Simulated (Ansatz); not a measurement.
LiNbO₃ (LiNbO3 type, space group R3c)

```
LiNbO3
1.0
    2.59491     1.49817     4.67185
   -2.59491     1.49817     4.67185
    0.00000    -2.99635     4.67185
Li Nb O
2 2 6
Cartesian
  0.00000   0.00000   9.84776
  0.00000   0.00000   2.83998
  0.00000   0.00000  13.78925
  0.00000   0.00000   6.78148
 -0.64213   1.45859   8.23753
  1.58424  -0.17319   8.23753
 -0.94211  -1.28540   8.23753
  1.01067   1.32498   5.90160
  0.64213  -1.53775   5.90160
 -1.65280   0.21278   5.90160
```

The volume is varied about the relaxed value V₀ at fixed cell shape. The atoms relax within the cell's symmetry.

The numbers are results of PBE (plane waves to 420 eV, PAW, scalar-relativistic; Ansatz, a quantum-chemistry and plane-wave program), not measurements. k mesh 8×8×8 (Γ-centred), Fermi-Dirac smearing 0.05 eV. Energies are smeared free energies. With the shape held, the modulus is that of even scaling; a crystal free to change shape is softer. LiNbO3 is run without spin polarisation. LiNbO3 was relaxed with its symmetry unable to fall. ΔE is measured from the relaxed starting cell.

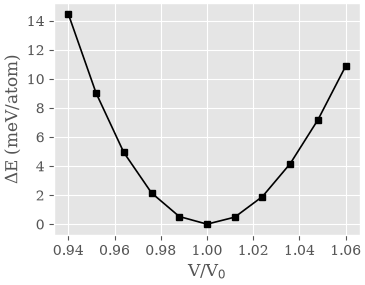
Figure. ΔE (meV/atom) against V/V₀; computed points joined by lines.

### Question
What is ΔE at V/V₀ = 0.940?

### Answer
About 14 meV/atom.

### Question
What bulk modulus at fixed cell shape B₀ follows from a third-order Birch-Murnaghan fit?

### Answer
About 100 GPa.

### Question
What is ΔE at V/V₀ = 1.060?

### Answer
About 11 meV/atom.

(Under strain, the slope of the energy per volume gives the stress and its curvature an elastic modulus.)
